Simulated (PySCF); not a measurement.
## Electronic structure of P$_{2}$ (charge +1, doublet) in real space

```yaml
atoms:
  - { symbol: P, position_ang: [0.0000, 0.0000, -0.9905] }
  - { symbol: P, position_ang: [0.0000, 0.0000, 0.9905] }
```

The calculation used PBE0/aug-pcseg-1, non-relativistic, at a bond length of 1.981 Å (PySCF).

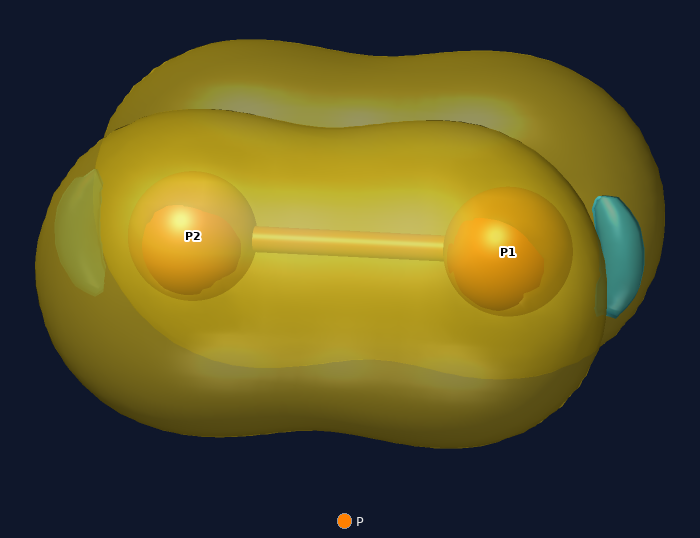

Figure 1. Isosurfaces of the spin density at +0.02 (yellow) and −0.02 e/Å³ (cyan), seen from one side.

### Where is the unpaired spin?

The unpaired spin (1 electron) lies mostly on P1 (about 0.5) and P2 (about 0.5), in electrons by Hirshfeld's partition.

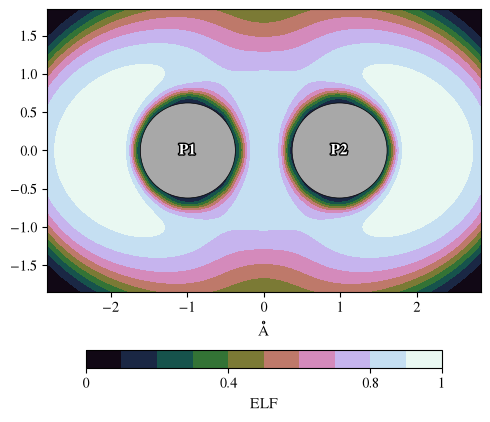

Figure 2. ELF on a plane that holds the molecular axis. Grey discs cover the atomic cores.

### What do the fields say about this system?

The section cuts through P sites. P–P (1.98 Å): the ELF peaks at about 0.90 between the atoms, as expected for a covalent bond. The ELF also peaks beside P2 and P1, away from the bonds: non-bonding electrons, paired or unpaired.
